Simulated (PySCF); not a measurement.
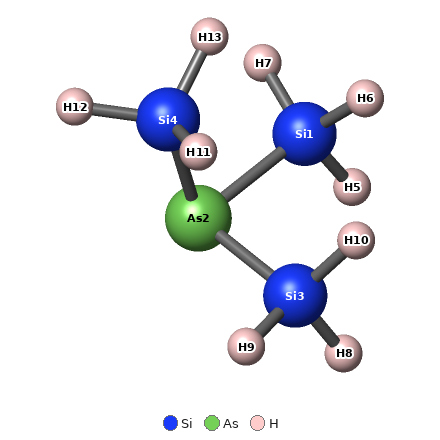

Si₃AsH₉ (trisilylarsane), SMILES [SiH3][As]([SiH3])[SiH3]. Vertical core-electron binding energies by ΔSCF (SCAN, pcX-2 on the ionised atom, pcseg-1 elsewhere, spin-free X2C; PySCF 2.14.0, at a PBE0-D3(BJ)/def2-SVP geometry (no frequency check)), gas phase, against the vacuum level. One atom of each kind was ionised; within a panel, areas follow the number of like atoms and 2j + 1 (2p levels are split by first-order spin-orbit coupling, an approximation), Gaussians of 0.8 eV full width. Only the regions named are shown. Lines closer than the width merge in the curve.

Predict the Si 2p photoelectron lines.

Answer.
| level | atoms | binding energy (eV) |
| --- | --- | --- |
| Si 2p1/2 | Si1, Si3, Si4 | 107.2 |
| Si 2p3/2 | Si1, Si3, Si4 | 106.6 |

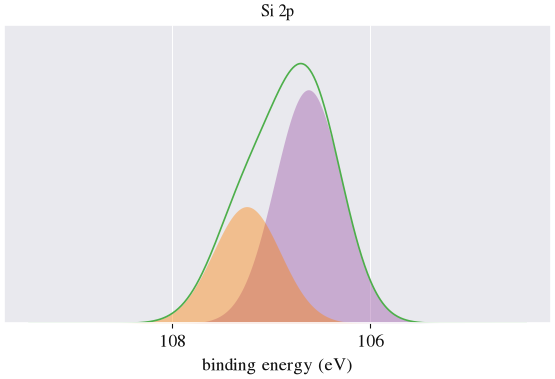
